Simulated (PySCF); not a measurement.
## Geometry relaxation of CH9NSi3

The run: geometry relaxation of CH9NSi3, multiplicity 3, SMILES [SiH3]C[Si]N[SiH3]. Method and program: PBE0-D3(BJ)/def2-SVP geometry optimisation, gas phase (PySCF 2.14.0).

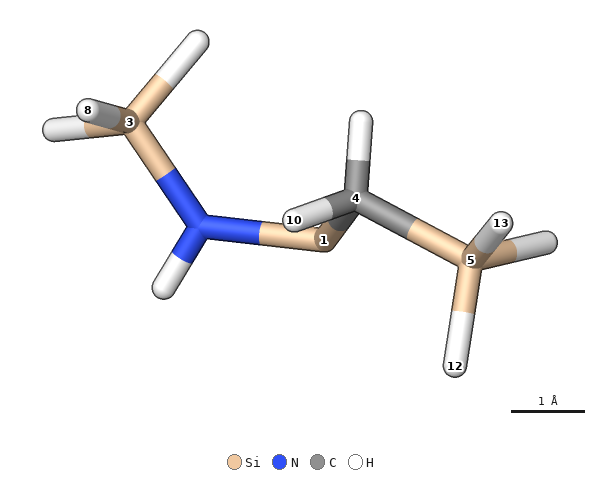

Figure 1. The structure as given in the input (stick view, seen at a tilt; atoms are numbered from 1 in the order of the input). Bond lengths as drawn: C–H 1.05 to 1.09 Å, C–Si 1.88 to 1.94 Å, H–N 1.01 Å, H–Si 1.43 to 1.50 Å and N–Si 1.73 to 1.78 Å.

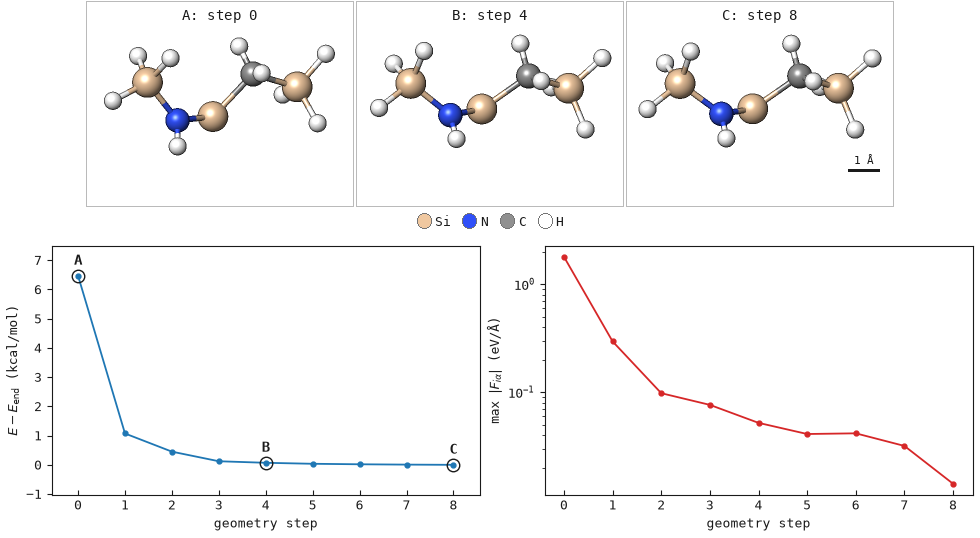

Figure 2. Frames of the relaxation (ball-and-stick view, seen at a tilt) above the curves, on which the letters mark them (steps are counted from 0).

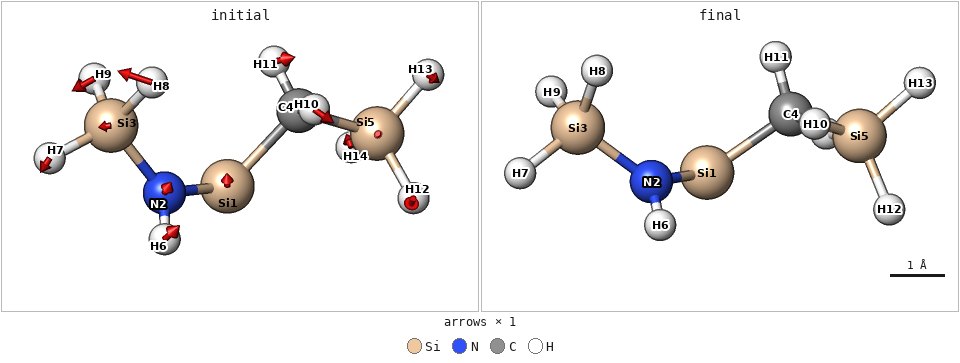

Figure 3. Before (left) and after (right) the relaxation, at one scale (ball-and-stick view, seen at a tilt). The red arrows give the displacements, at true length. The atom that moves furthest after the best rigid fit is H8 (0.69 Å). By element the largest moves are H 0.69 Å, N 0.32 Å, Si 0.30 Å, C 0.25 Å. Distances before and after: Si3–H7 1.432 → 1.496 Å, C4–H11 1.053 → 1.104 Å, Si5–H13 1.450 → 1.496 Å, Si1–C4 1.943 → 1.905 Å. Among the angles that change: Si1–C4–Si5 108.2° → 113.0°, N2–Si1–C4 115.6° → 119.6°, H7–Si3–H9 114.3° → 110.5°. Over 8 geometry steps the energy falls by 6.47 kcal/mol. Largest force component: 1.8 eV/Å at the start, 0.014 eV/Å at the end. (Atoms are counted from 1 in the order of the input.)

These pictures come from the run below.

## Input file
```
{"job": {"xc": "PBE0", "basis": "def2-SVP", "d3": "d3bj", "grid": 2, "kind": "geom", "shake": 0.01}, "charge": 0, "multiplicity": 3}
Si    -0.749232    -0.859918     0.238769
N     -1.758785     0.079467    -0.886968
Si    -1.301943     0.735764    -2.424966
C      0.950237    -0.049753     0.719665
Si     1.535746    -0.822801     2.330412
H     -2.657337     0.388352    -0.544714
H     -2.486882     0.891176    -3.214364
H     -0.614846     2.052791    -2.253688
H     -0.335824    -0.206936    -2.972395
H      0.760984     1.019284     0.834009
H      1.621444    -0.203707    -0.077376
H      0.629278    -0.442085     3.426068
H      2.860725    -0.327868     2.648008
H      1.539961    -2.268373     2.191948
```

The first line tells a small driver script what to run in PySCF; the rest is the geometry in Å.

Launched with:
```bash
OMP_NUM_THREADS=1 python <driver script> task.json out
```

## What the program printed
```
step   0  E = -965.86462482  max force = 0.034851
step   1  E = -965.87322182  max force = 0.005739
step   2  E = -965.87421158  max force = 0.001905
step   3  E = -965.87473501  max force = 0.001485
step   4  E = -965.87481908  max force = 0.001011
step   5  E = -965.87487322  max force = 0.000798
step   6  E = -965.87490006  max force = 0.000808
step   7  E = -965.87491846  max force = 0.000619
step   8  E = -965.87493009  max force = 0.000276
optimisation converged
```

## Trajectory as extended XYZ (Å, eV, eV/Å), 8 of the 9 frames kept, from step=0 to step=8
```
14
Properties=species:S:1:pos:R:3:forces:R:3 step=0 energy=-26282.51515
Si   -0.7492   -0.8599    0.2388    0.0108   0.7116  -0.7573
N    -1.7588    0.0795   -0.8870    0.3356  -0.5973   0.8091
Si   -1.3019    0.7358   -2.4250    0.8154   0.0888   1.0318
C     0.9502   -0.0498    0.7197   -1.7921  -0.3879   1.3067
Si    1.5357   -0.8228    2.3304   -0.4288   0.6539  -0.4476
H    -2.6573    0.3883   -0.5447   -0.2705   0.1143   0.2754
H    -2.4869    0.8912   -3.2144   -0.9550   0.1900  -0.8326
H    -0.6149    2.0528   -2.2537   -0.0175   0.1404  -0.1704
H    -0.3358   -0.2069   -2.9724    0.4467  -0.3864  -0.5078
H     0.7610    1.0193    0.8340   -0.0618   0.3705   0.1045
H     1.6214   -0.2037   -0.0774    1.2405  -0.3097  -1.3502
H     0.6293   -0.4421    3.4261   -0.2869   0.0793   0.3051
H     2.8607   -0.3279    2.6480    0.8991   0.1759   0.2574
H     1.5400   -2.2684    2.1919    0.0645  -0.8433  -0.0240
14
Properties=species:S:1:pos:R:3:forces:R:3 step=1 energy=-26282.74908
Si   -0.7367   -0.8001    0.1470    0.1490  -0.2951   0.1479
N    -1.7655    0.1263   -0.9014   -0.0717   0.2023  -0.0813
Si   -1.3116    0.7304   -2.4799    0.0945   0.0157   0.0463
C     0.9016   -0.0637    0.7971   -0.1148   0.0707  -0.0824
Si    1.5486   -0.8459    2.3831   -0.2104  -0.0015   0.0055
H    -2.6501    0.4624   -0.5232    0.0892   0.0230   0.0153
H    -2.5238    0.9024   -3.3222   -0.1474   0.0041  -0.0879
H    -0.6237    2.0606   -2.4057   -0.0066  -0.0058  -0.0019
H    -0.3662   -0.2361   -3.1094   -0.0037  -0.0363   0.0261
H     0.7201    1.0139    0.9653    0.0507  -0.0320   0.0028
H     1.6507   -0.1735   -0.0044    0.0708   0.0725   0.0162
H     0.6278   -0.5065    3.5106    0.0181  -0.0205   0.0150
H     2.9162   -0.3543    2.7175    0.0745   0.0478  -0.0222
H     1.6063   -2.3306    2.2403    0.0078  -0.0449   0.0006
14
Properties=species:S:1:pos:R:3:forces:R:3 step=2 energy=-26282.77602
Si   -0.6766   -0.7933    0.1249    0.0169  -0.0752  -0.0572
N    -1.6990    0.1690   -0.9086   -0.0033   0.0979   0.0378
Si   -1.3452    0.7132   -2.5334    0.0382  -0.0682  -0.0118
C     0.9186   -0.0315    0.8370   -0.0365   0.0218  -0.0447
Si    1.5370   -0.8715    2.4029   -0.0404  -0.0125   0.0173
H    -2.5435    0.5511   -0.4885   -0.0003   0.0197   0.0335
H    -2.6207    0.9098   -3.2877   -0.0128  -0.0056   0.0026
H    -0.5989    2.0129   -2.5567   -0.0142   0.0015  -0.0005
H    -0.4947   -0.3196   -3.1935   -0.0038  -0.0004  -0.0048
H     0.7010    1.0292    1.0549    0.0062  -0.0057   0.0047
H     1.6996   -0.0707    0.0585    0.0327   0.0326   0.0228
H     0.5799   -0.6233    3.5236    0.0071  -0.0096   0.0007
H     2.8813   -0.3435    2.7908    0.0089   0.0068  -0.0043
H     1.6548   -2.3466    2.1903    0.0013  -0.0031   0.0040
14
Properties=species:S:1:pos:R:3:forces:R:3 step=3 energy=-26282.79026
Si   -0.6060   -0.7493    0.0843   -0.0635   0.0565  -0.0531
N    -1.6362    0.2516   -0.9069    0.0727   0.0148   0.0663
Si   -1.3784    0.6675   -2.5862   -0.0763  -0.0365  -0.0405
C     0.9316    0.0315    0.8905    0.0352  -0.0299   0.0024
Si    1.5299   -0.9101    2.4066    0.0645  -0.0002   0.0127
H    -2.4255    0.6977   -0.4441   -0.0152  -0.0205  -0.0078
H    -2.7038    0.8968   -3.2473    0.0547  -0.0106   0.0106
H    -0.5634    1.9128   -2.7576   -0.0006   0.0058  -0.0012
H    -0.6523   -0.4620   -3.2368   -0.0054   0.0176  -0.0047
H     0.6562    1.0574    1.1908   -0.0255   0.0093   0.0073
H     1.7467    0.1027    0.1495   -0.0057  -0.0063   0.0062
H     0.5276   -0.8092    3.5098   -0.0066   0.0042  -0.0041
H     2.8333   -0.3467    2.8832   -0.0246  -0.0198   0.0037
H     1.7341   -2.3555    2.0788   -0.0037   0.0154   0.0021
14
Properties=species:S:1:pos:R:3:forces:R:3 step=5 energy=-26282.79402
Si   -0.5690   -0.6941    0.0732   -0.0055  -0.0230   0.0118
N    -1.5934    0.3124   -0.9136    0.0281   0.0410   0.0076
Si   -1.4118    0.6504   -2.6215    0.0045  -0.0027  -0.0011
C     0.9565    0.0615    0.9286    0.0014   0.0038   0.0032
Si    1.5369   -0.9364    2.4172   -0.0111  -0.0009  -0.0058
H    -2.3805    0.7580   -0.4463   -0.0118  -0.0117  -0.0102
H    -2.7609    0.8412   -3.2367   -0.0123  -0.0037  -0.0031
H    -0.6148    1.8919   -2.8835   -0.0038  -0.0003   0.0032
H    -0.7075   -0.5005   -3.2561    0.0050  -0.0019   0.0004
H     0.6650    1.0718    1.2666    0.0055  -0.0031   0.0026
H     1.7828    0.1686    0.2049   -0.0063   0.0000  -0.0078
H     0.5100   -0.8852    3.5013    0.0006   0.0008  -0.0003
H     2.8250   -0.3895    2.9456    0.0040   0.0044   0.0003
H     1.7551   -2.3652    2.0349    0.0018  -0.0028  -0.0008
14
Properties=species:S:1:pos:R:3:forces:R:3 step=6 energy=-26282.79475
Si   -0.5681   -0.6765    0.0773    0.0017  -0.0416   0.0218
N    -1.5865    0.3330   -0.9117    0.0114   0.0306  -0.0079
Si   -1.4160    0.6476   -2.6256    0.0116   0.0036   0.0023
C     0.9608    0.0678    0.9362   -0.0109   0.0156  -0.0024
Si    1.5396   -0.9430    2.4164   -0.0179  -0.0024  -0.0062
H    -2.3837    0.7679   -0.4514   -0.0008  -0.0027  -0.0045
H    -2.7695    0.8092   -3.2386   -0.0175  -0.0016  -0.0058
H    -0.6381    1.8966   -2.9074   -0.0044   0.0006   0.0018
H    -0.6973   -0.5018   -3.2469    0.0055  -0.0026   0.0035
H     0.6724    1.0762    1.2828    0.0112  -0.0029   0.0013
H     1.7851    0.1778    0.2108   -0.0016   0.0020  -0.0048
H     0.5125   -0.8961    3.5005    0.0023  -0.0013   0.0008
H     2.8291   -0.4042    2.9491    0.0074   0.0067   0.0000
H     1.7533   -2.3694    2.0232    0.0020  -0.0040  -0.0001
14
Properties=species:S:1:pos:R:3:forces:R:3 step=7 energy=-26282.79525
Si   -0.5734   -0.6662    0.0845    0.0006  -0.0318   0.0159
N    -1.5831    0.3486   -0.9087   -0.0006   0.0082  -0.0147
Si   -1.4165    0.6463   -2.6261    0.0057   0.0037   0.0030
C     0.9605    0.0711    0.9401   -0.0143   0.0142  -0.0036
Si    1.5419   -0.9470    2.4139   -0.0080  -0.0011  -0.0033
H    -2.3898    0.7740   -0.4561    0.0082   0.0068   0.0030
H    -2.7723    0.7795   -3.2420   -0.0088  -0.0014  -0.0050
H    -0.6583    1.9044   -2.9200   -0.0047   0.0023   0.0001
H    -0.6789   -0.4985   -3.2339    0.0044  -0.0005   0.0044
H     0.6780    1.0792    1.2921    0.0082  -0.0013   0.0001
H     1.7809    0.1805    0.2103    0.0020   0.0012  -0.0010
H     0.5193   -0.9005    3.5023    0.0019  -0.0021   0.0010
H     2.8350   -0.4132    2.9433    0.0044   0.0039  -0.0001
H     1.7502   -2.3729    2.0152    0.0011  -0.0022   0.0003
14
Properties=species:S:1:pos:R:3:forces:R:3 step=8 energy=-26282.79557
Si   -0.5814   -0.6629    0.0919   -0.0030  -0.0093   0.0039
N    -1.5823    0.3570   -0.9061   -0.0069  -0.0119  -0.0142
Si   -1.4154    0.6456   -2.6251   -0.0014   0.0009   0.0025
C     0.9566    0.0720    0.9415   -0.0090   0.0043  -0.0006
Si    1.5441   -0.9486    2.4111    0.0041   0.0009  -0.0006
H    -2.3932    0.7795   -0.4584    0.0113   0.0133   0.0080
H    -2.7715    0.7581   -3.2462    0.0016  -0.0025  -0.0027
H    -0.6722    1.9111   -2.9245   -0.0047   0.0035  -0.0006
H    -0.6616   -0.4944   -3.2222    0.0030   0.0016   0.0036
H     0.6793    1.0805    1.2961    0.0017   0.0004  -0.0005
H     1.7733    0.1799    0.2073    0.0027  -0.0002   0.0008
H     0.5279   -0.9023    3.5053    0.0005  -0.0016   0.0006
H     2.8408   -0.4159    2.9336   -0.0002   0.0004  -0.0002
H     1.7491   -2.3745    2.0103    0.0002   0.0002   0.0000
```

## Summary

- outcome: converged
- total energy: −965.874930 hartree
- ⟨S²⟩: 2.003
- dipole moment: 1.30 D
- point group: C1
- hardware: 1 CPU thread, shared host
- wall time: 3.1 min
- peak memory: 0.72 GiB
